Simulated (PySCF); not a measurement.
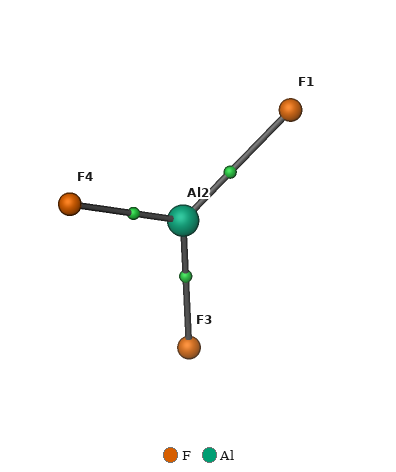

AlF3, SMILES `F[Al](F)F`. Molecular graph of the electron density (QTAIM): bond paths, bond critical points (green), ring points (magenta, if any); weak paths are dashed.

Method: PBE/def2-TZVP; geometry: GFN2-xTB; program: PySCF. No frequency check shows the geometry to be a minimum.

Geometry (Å), atoms numbered from 1:

```
F1      -1.0552   -1.2441    0.0000
Al2      0.0000    0.0000    0.0000
F3      -0.5498    1.5359    0.0000
F4       1.6050   -0.2918    0.0000
```

> How many critical points of each kind are there, and does the count close?

4 nuclei, 3 bond, 0 ring and 0 cage critical points: 4 − 3 + 0 − 0 = 1, as the Poincaré–Hopf relation requires.

> What does the calculation give at each kind of bond critical point?

| bond | length (Å) | ρ (a.u.) | ∇²ρ (a.u.) | ε | H (a.u.) |
| --- | --- | --- | --- | --- | --- |
| Al2–F4 (3 alike) | 1.631 | 0.120 | +0.97 | 0.03 | −0.015 |

> What kind of interaction is Al2–F4?

Polar or intermediate (positive Laplacian, negative energy density H): ρ = 0.120, ∇²ρ = +0.97, H = −0.015 a.u.
